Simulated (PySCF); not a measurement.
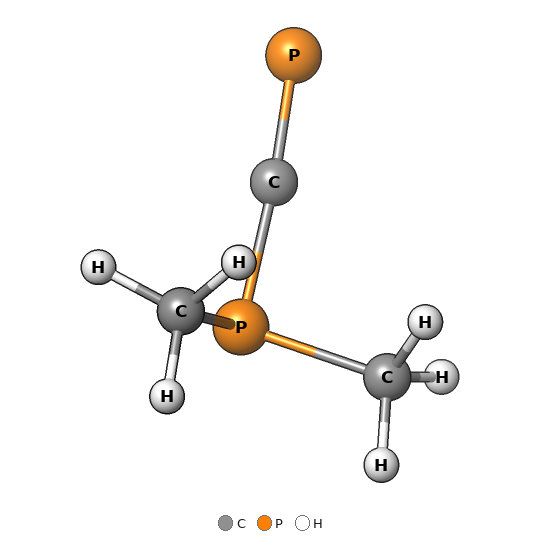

The computed structure is the end point of a GFN2-xTB optimisation. No frequency run is at hand to confirm it as a minimum. Properties computed with B3LYP/def2-SVPD, gas phase (PySCF 2.14.0). Excitations: vertical, linear response.

Computed properties:

The species is C₃H₆P₂ (`CP(C)C#P`).
- dipole moment: 1.57 D
- HOMO energy (Kohn–Sham orbital): −6.43 eV
- LUMO energy (Kohn–Sham orbital): −1.71 eV
- HOMO–LUMO gap: 4.72 eV
- mean static polarisability: 92.0 bohr³
- lowest vertical singlet excitation: 3.52 eV
- its oscillator strength: 0.003
- brightest of the 8 lowest singlets: 5.35 eV
- its oscillator strength: 0.26

The geometry is semi-empirical. Around P such bond lengths and angles can be off by a tenth of an ångström or more and by several degrees, and values that hang on the shape move with them.
